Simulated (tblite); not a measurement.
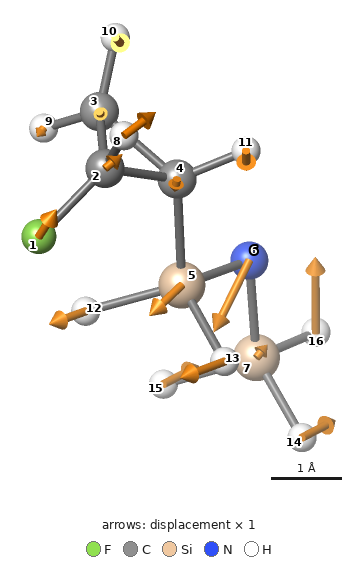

A relaxation of C₃H₉FNSi₂ (multiplicity 2). The starting structure is drawn; orange arrows show the displacements, at their true length. The two geometries are superimposed by the best rigid fit.

The picture is a ball-and-stick view, seen from a free direction.

Level of theory: GFN2-xTB geometry optimisation, gas phase in tblite 0.8.0. 

### What did the optimiser do to the structure, and how much energy did it gain?

The largest move after the best rigid fit is that of H16, 1.34 Å. By element the largest moves are H 1.34 Å, N 1.21 Å, Si 0.73 Å, F 0.57 Å, C 0.34 Å. Some distances before and after: Si5–Si7 2.879 → 3.355 Å, Si5–N6 1.745 → 1.676 Å, N6–Si7 1.751 → 1.685 Å, C4–Si5 1.859 → 1.909 Å. Bond angles that change, for instance: Si5–N6–Si7 110.9° → 173.0°, N6–Si7–H14 111.3° → 108.0°, C4–Si5–N6 108.4° → 105.2°. The energy falls by 12.0 kcal/mol in 90 geometry steps.
